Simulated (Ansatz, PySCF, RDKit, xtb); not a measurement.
# SnHSF: ranking a sample of isomers, part 2 of 2

A sample of isomers of SnHSF is drawn. Aim: find which of them has the lowest free energy at 298.15 K, then its properties. The sample is small against all isomers, and the most stable one of this formula need not be in it.

xtb, Ansatz and PySCF; isolated molecules. The steps go on from the part before.

## (13) Frequencies after a tight-binding relaxation (GFN2-xTB)

File start.xyz:

```xyz
4
c408b
F     -1.368116    -0.680624     1.810182
S      0.815489    -2.932511     2.484789
Sn    -1.533742    -2.344213     2.843292
H      0.965280    -1.794737     1.766902
```

On the command line:

```
$ xtb start.xyz --gfn 2 --ohess tight
```

Output, cut to the lines that bear on the results:

```text
* xtb version 6.7.1
[...]
          :  # basis functions                  25          :
[...]
          :  # electrons                        18          :
[...]
          :  Hamiltonian                  GFN2-xTB          :
[...]
          :  net charge                          0          :
          :  unpaired electrons                  0          :
[...]
   *** convergence criteria satisfied after 15 iterations ***
[...]
   *** GEOMETRY OPTIMIZATION CONVERGED AFTER 7 ITERATIONS ***
[...]
   *** convergence criteria satisfied after 3 iterations ***
[...]
         ::                     SUMMARY                     ::
         :::::::::::::::::::::::::::::::::::::::::::::::::::::
         :: total energy             -10.710215176428 Eh    ::
         :: gradient norm              0.000210991366 Eh/a0 ::
         :: HOMO-LUMO gap              3.425357365809 eV    ::
         ::.................................................::
         :: SCC energy               -10.722677956822 Eh    ::
         :: -> isotropic ES            0.009699025088 Eh    ::
         :: -> anisotropic ES          0.002038088030 Eh    ::
         :: -> anisotropic XC         -0.000763473202 Eh    ::
         :: -> dispersion             -0.002242762533 Eh    ::
         :: repulsion energy           0.012462780394 Eh    ::
         :: add. restraining           0.000000000000 Eh    ::
         :: total charge               0.000000000000 e     ::
         :::::::::::::::::::::::::::::::::::::::::::::::::::::
[...]
         9        2.0000           -0.3921244             -10.6702 (HOMO)
        10                         -0.2662449              -7.2449 (LUMO)
[...]
     #   Z          covCN         q      C6AA      α(0)
     1   9          0.694    -0.387    13.374     4.318
     2  16          1.799    -0.354   156.549    21.060
     3  50          1.570     0.520   439.338    45.137
     4   1          0.923     0.221     0.997     1.561
[...]
molecular dipole:
                 x           y           z       tot (Debye)
 q only:       -0.543      -0.699       0.576
   full:       -1.713      -0.894       1.043       5.581
molecular quadrupole (traceless):
[...]
          | TOTAL ENERGY              -10.710215176426 Eh   |
          | TOTAL ENTHALPY            -10.695138918832 Eh   |
          | TOTAL FREE ENERGY         -10.730796865846 Eh   |
          | GRADIENT NORM               0.000210988666 Eh/α |
[...]
```

Wall time 0.054 s (2 threads of Arm Neoverse V2, shared host).

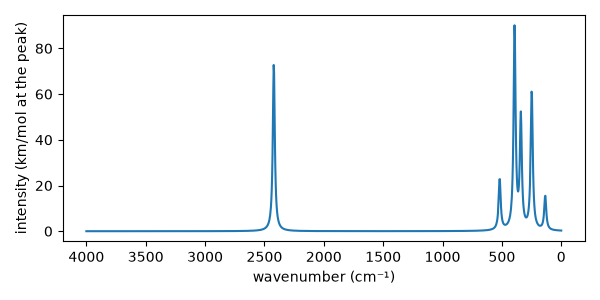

Harmonic infrared spectrum, unscaled, lines broadened by 10 cm⁻¹.

## (14) Electronic excitations (TD-CAM-B3LYP/def2-SVPD)

An in-house driver calls PySCF's response routines at TD-CAM-B3LYP/def2-SVPD; it has no typed input.

Output:

```text
coarse grid: 22120 points
cycle   1  E = -710.6951495990  dE = -2.102e+01  |g| = 2.695e+00  |ddm| = 8.331e+00
cycle   2  E = -700.7277717368  dE =  9.967e+00  |g| = 6.679e+00  |ddm| = 9.598e+00
cycle   3  E = -712.5183165150  dE = -1.179e+01  |g| = 1.106e+00  |ddm| = 6.361e+00
cycle   4  E = -712.6087407002  dE = -9.042e-02  |g| = 1.053e+00  |ddm| = 1.655e+00
cycle   5  E = -712.7904707416  dE = -1.817e-01  |g| = 7.312e-02  |ddm| = 5.764e-01
cycle   6  E = -712.7926044882  dE = -2.134e-03  |g| = 2.737e-02  |ddm| = 1.991e-01
cycle   7  E = -712.7928235066  dE = -2.190e-04  |g| = 1.011e-02  |ddm| = 5.600e-02
cycle   8  E = -712.7928621856  dE = -3.868e-05  |g| = 1.481e-03  |ddm| = 1.582e-02
cycle   9  E = -712.7928643048  dE = -2.119e-06  |g| = 4.568e-04  |ddm| = 5.040e-03
final grid: 42768 points
cycle  10  E = -712.7928983560  dE = -3.443e-07  |g| = 4.392e-04  |ddm| = 2.091e-03
cycle  11  E = -712.7928983793  dE = -2.329e-08  |g| = 5.324e-04  |ddm| = 1.117e-03
cycle  12  E = -712.7928984427  dE = -6.349e-08  |g| = 8.926e-05  |ddm| = 4.631e-04
cycle  13  E = -712.7928984475  dE = -4.715e-09  |g| = 5.348e-05  |ddm| = 1.842e-04
cycle  14  E = -712.7928984495  dE = -2.017e-09  |g| = 9.389e-06  |ddm| = 1.656e-04
cycle  15  E = -712.7928984496  dE = -7.776e-11  |g| = 2.292e-06  |ddm| = 2.895e-05
converged SCF energy = -712.7928984496

Static polarisability (au): isotropic 63.776, principal 50.534 55.530 85.265

Singlet excitations
state   eV       nm        f      main configurations
  1   3.7565    330.1   0.02589   H->L 0.99
  2   4.3415    285.6   0.03019   H-1->L 0.93
  3   5.6685    218.7   0.07134   H->L+1 0.89
  4   5.7228    216.6   0.00251   H-1->L+1 0.92
  5   6.0077    206.4   0.00055   H-1->L+2 0.73, H-2->L 0.11, H-1->L+4 0.08
  6   6.2383    198.7   0.04671   H-2->L 0.84, H-1->L+2 0.09
  7   6.7647    183.3   0.07625   H-1->L+3 0.67, H-1->L+4 0.21
  8   6.8148    181.9   0.90846   H->L+2 0.79

Triplet excitations (Tamm-Dancoff, eV): 2.8697 3.4845 4.7907
```

Wall time 3.6 s (2 threads of Arm Neoverse V2, shared host).

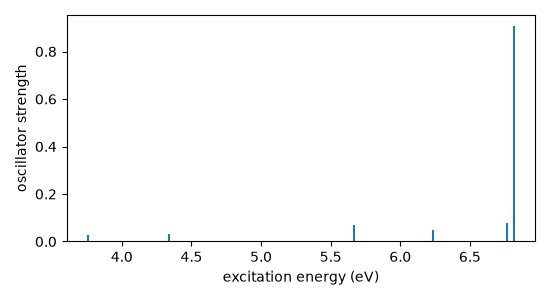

Vertical excitations as sticks.

The roots found:

```csv
excited state,energy (eV),strength
1,3.756,0.0259
2,4.341,0.0302
3,5.668,0.0713
4,5.723,0.0025
5,6.008,0.0006
6,6.238,0.0467
7,6.765,0.0762
8,6.815,0.9085
```

## (15) The cation at the same geometry (PBE0/def2-TZVPD)

File input.yaml:

```yaml
crystal:
  periodic: [false, false, false]
  atoms:
    - {symbol: F, position_ang: [-1.368116, -0.680624, 1.810182]}
    - {symbol: S, position_ang: [0.815489, -2.932511, 2.484789]}
    - {symbol: Sn, position_ang: [-1.533742, -2.344213, 2.843292]}
    - {symbol: H, position_ang: [0.965280, -1.794737, 1.766902]}
basis:
  gaussian: {orbitals: def2-TZVPD}
total_charge: 1
magnetization: {spin_polarized: true, initial_magnetization: 1}
hamiltonian: {xc: pbe0}
```

On the command line:

```
$ ansatz run input.yaml --threads 2 --pin off --max-ram 5220MiB --events-out events.jsonl --progress --plain --runs-dir runs
```

Output:

```text
Warning: RAYON_NUM_THREADS=2 ignored (pool sized by the plan → 2); use --threads N
[... 2 set-up lines as earlier in the session ...]
  parameter a = 0.25
  parameter kappa = 0.804
  parameter beta = 0.06672455060314922
  exchange = (1 - a)*pbe_x(kappa = kappa, mu = beta*pi^2/3) + a*exact_x
  correlation = pbe_c(beta = beta)
1051 factors; their error is unknown
mean field evaluation 1: about -19374.4687 eV, gradient 6.2e1 eV
mean field evaluation 2: about -19135.7728 eV, gradient 1.8e2 eV
mean field evaluation 4: about -19383.8166 eV, gradient 2.6e1 eV
mean field evaluation 8: about -19387.8707 eV, gradient 1.9e-1 eV
mean field evaluation 16: about -19387.9808 eV, gradient 2.6e-3 eV
mean field evaluation 32: about -19387.9808 eV, gradient 5.5e-5 eV
mean field -19387.98076861 eV, -712.4951516012 hartree, gradient 2.8e-6 eV, S^2 0.761796; 2 other end points of the search recorded, 0 dependent functions left out
reference -19387.98080670 eV, -712.4951530008 hartree; 24, 23 occupied and 127, 128 virtual orbitals, 1051 factors
Total energy: -19387.98080670 eV, -712.4951530008 hartree
```

Wall time 19 s (2 threads of Arm Neoverse V2, shared host); peak memory 0.59 GiB.

Difference from the parent: 9.71 eV.

## (16) The anion at the same geometry (PBE0/def2-TZVPD)

Edit input.yaml of step 15 so:

```diff
@@ -8,5 +8,11 @@
 basis:
-  gaussian: {orbitals: def2-TZVPD}
-total_charge: 1
-magnetization: {spin_polarized: true, initial_magnetization: 1}
-hamiltonian: {xc: pbe0}
+  gaussian:
+    orbitals: def2-TZVPD
+total_charge: -1
+magnetization:
+  spin_polarized: true
+  initial_magnetization: 1
+hamiltonian:
+  xc: pbe0
+scf:
+  lower_state_search: off
```

On the command line:

```
$ ansatz run input.yaml --threads 2 --pin off --max-ram 5220MiB --events-out events.jsonl --progress --plain --runs-dir runs
```

Output, cut to the lines that bear on the results:

```text
Warning: RAYON_NUM_THREADS=2 ignored (pool sized by the plan → 2); use --threads N
[... 2 set-up lines as earlier in the session ...]
[...]
1051 factors; their error is unknown
[...]
mean field -19398.66694206 eV, -712.8878612320 hartree, gradient 5.3e-6 eV, S^2 0.754886; 0 other end points of the search recorded, 0 dependent functions left out
reference -19398.66697706 eV, -712.8878625183 hartree; 25, 24 occupied and 126, 127 virtual orbitals, 1051 factors
Total energy: -19398.66697706 eV, -712.8878625183 hartree
Checks for a lower state left out: stability, starts, cluster_reference, orbital_swaps, neighbouring_geometries, increment
```

It took 2.5 s on 2 threads of Arm Neoverse V2, shared host.

Parent less the species with the added electron: 0.98 eV.

## (17) The triplet at the same geometry (PBE0/def2-TZVPD)

File input.yaml:

```yaml
crystal:
  periodic: [false, false, false]
  atoms:
    - symbol: F
      position_ang: [-1.368116, -0.680624, 1.810182]
    - symbol: S
      position_ang: [0.815489, -2.932511, 2.484789]
    - symbol: Sn
      position_ang: [-1.533742, -2.344213, 2.843292]
    - symbol: H
      position_ang: [0.965280, -1.794737, 1.766902]
basis:
  gaussian: {orbitals: def2-TZVPD}
magnetization: {spin_polarized: true, initial_magnetization: 2}
hamiltonian: {xc: pbe0}
```

On the command line:

```
$ ansatz run input.yaml --threads 2 --pin off --max-ram 5220MiB --events-out events.jsonl --progress --plain --runs-dir runs
```

Output, cut to the lines that bear on the results:

```text
Warning: RAYON_NUM_THREADS=2 ignored (pool sized by the plan → 2); use --threads N
[... 7 set-up lines as earlier in the session ...]
1051 factors; their error is unknown
mean field evaluation 1: about -19391.7308 eV, gradient 2.9e1 eV
mean field evaluation 2: about -19364.2219 eV, gradient 9.1e1 eV
mean field evaluation 4: about -19394.5464 eV, gradient 5.9e0 eV
mean field evaluation 8: about -19394.7236 eV, gradient 1.7e-1 eV
mean field evaluation 16: about -19394.8327 eV, gradient 6.9e-4 eV
mean field -19394.83265970 eV, -712.7469539541 hartree, gradient 2.1e-5 eV, S^2 2.007954; 2 other end points of the search recorded, 0 dependent functions left out
reference -19394.83270049 eV, -712.7469554531 hartree; 25, 23 occupied and 126, 128 virtual orbitals, 1051 factors
Total energy: -19394.83270049 eV, -712.7469554531 hartree
```

Run time: 5.7 s. Hardware: 2 threads of Arm Neoverse V2, shared host; peak memory 0.42 GiB.

It lies 2.85 eV above the singlet.

## (18) Stability of the closed-shell solution (PBE0/def2-SVP)

File run.py:

```python
from pyscf import gto, dft

mol = gto.Mole()
mol.atom = '''
F     -1.368116    -0.680624     1.810182
S      0.815489    -2.932511     2.484789
Sn    -1.533742    -2.344213     2.843292
H      0.965280    -1.794737     1.766902
'''
mol.charge = 0
mol.verbose = 3
mol.ecp = {'Sn': 'def2-svp'}
mol.max_memory = 3720
mol.basis = 'def2-svp'
mol.build()

calc0 = dft.RKS(mol, xc='pbe0')
calc0 = calc0.density_fit(auxbasis='def2-universal-jkfit')
calc0.grids.level = 3
calc0.max_cycle = 100
calc0.kernel()
if not calc0.converged:
    calc0 = calc0.newton().run(calc0.mo_coeff, calc0.mo_occ)

e_tot = calc0.e_tot
print(f'total energy: {e_tot:.8f} hartree')
mo_i, mo_e, stable_i, stable_e = calc0.stability(internal=True, external=True, return_status=True)
print('stable: internal', stable_i, 'external', stable_e)
```

On the command line:

```
$ OMP_NUM_THREADS=2 python run.py
```

Output:

```text
converged SCF energy = -712.57194099447
total energy: -712.57194099 hartree
<class 'pyscf.df.df_jk.DFRKS'> wavefunction is stable in the internal stability analysis
<class 'pyscf.df.df_jk.DFRKS'> wavefunction is stable in the real -> complex stability analysis
<class 'pyscf.df.df_jk.DFRKS'> wavefunction is stable in the RHF/RKS -> UHF/UKS stability analysis
stable: internal True external True
```

Run time: 16 s. Hardware: 2 threads of Arm Neoverse V2, shared host.

## (19) Results

What follows sums up all 2 parts.

```
                                                   quantity                                                                  value
                                     lowest structure found                                               [F][Sn][SH], singlet, Cs
                                              next finalist                        [F][Sn][SH], triplet, 58.9 kcal/mol higher in G
                  share at equilibrium, among the finalists                                                                100.0 %
                                                     funnel  3 starts, 2 minima at GFN2-xTB, 4 screening runs, 3 relaxed, 3 ranked
                                       CPU time of all runs                                                                7.9 min
harmonic wavenumbers, lowest and highest (PBE0-D4/def2-SVP)                                                      150 and 2705 cm⁻¹
                        rotational constants, same geometry                                           0.2674, 0.1023, 0.07401 cm⁻¹
                            dipole moment (PBE0/def2-TZVPD)                                                                 2.55 D
                              HOMO energy (PBE0/def2-TZVPD)                                                               -7.62 eV
                              LUMO energy (PBE0/def2-TZVPD)                                                               -2.73 eV
                            HOMO–LUMO gap (PBE0/def2-TZVPD)                                                                4.89 eV
                 lowest excitation (TD-CAM-B3LYP/def2-SVPD)                                                    3.76 eV (f = 0.026)
               strongest of the states computed, same level                                                    6.81 eV (f = 0.908)
        lowest triplet excitation, same level, Tamm-Dancoff                                                                2.87 eV
                                 vertical ionisation energy                                                                9.71 eV
                                 vertical electron affinity                                                                0.98 eV
                              vertical triplet less singlet                                                               +2.85 eV
```

What this shows: The search ends on `[F][Sn][SH]`. Among the finalists first place is clear (58.9 kcal/mol); structures outside the list aren't covered. r2SCAN-D4/def2-SVP, PBE0-D4/def2-SVP, HF/def2-TZVP and MP2/def2-TZVP already put its bonding pattern lowest among the structures in one piece. The largest share of the time went into the final energies (37 %). Spin-orbit coupling, which matters for elements this heavy, is left out. Lowest found is not proven lowest: the search is finite, and each finalist counts with one conformer. Only 2 drawn patterns were tried, so whole families of isomers are missing, and the result ranks this sample alone.
